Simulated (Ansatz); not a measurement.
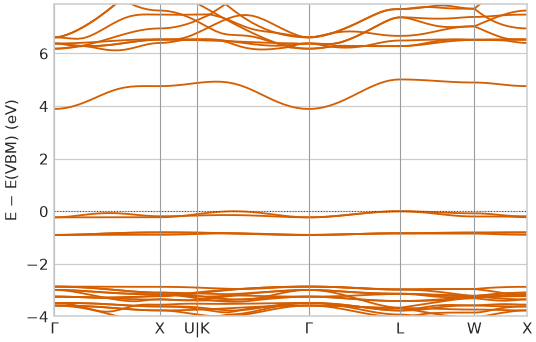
Band structure from r²SCAN in the plane-wave PAW code Ansatz

Question: Read off the gap and where the band edges lie.

Answer: About 3.9 eV (3.89 eV by a search for the band edges); maximum at L, minimum at Γ.

Question: Which of these materials gives this?
A) Cs3CoF6, Fm-3m (Cs on 8c, Cs on 4b, Co on 4a, F on 24e)
B) ScTaPb2O6, Fm-3m (Sc on 4a, Ta on 4b, Pb on 8c, O on 24e)
C) Cs2YAgF6, Fm-3m (Cs on 8c, Y on 4b, Ag on 4a, F on 24e)
D) Ca2H6Os, Fm-3m (Ca on 8c, H on 24e, Os on 4a)

Answer: C, Cs2YAgF6, Fm-3m (Cs on 8c, Y on 4b, Ag on 4a, F on 24e)

The workflow started from a Materials Project entry (that database holds measured and hypothetical structures alike); the Crystallography Open Database copy checked does not list it. Its standing as an ambient phase is unchecked. The cell was relaxed with r²SCAN under the symmetry of its start; whether a distortion lowers the energy is not shown. The run is not spin-polarised. Scalar-relativistic: spin–orbit coupling is off unless named, which matters more the heavier the elements.

Potentials: the later of the program's two PAW sets.
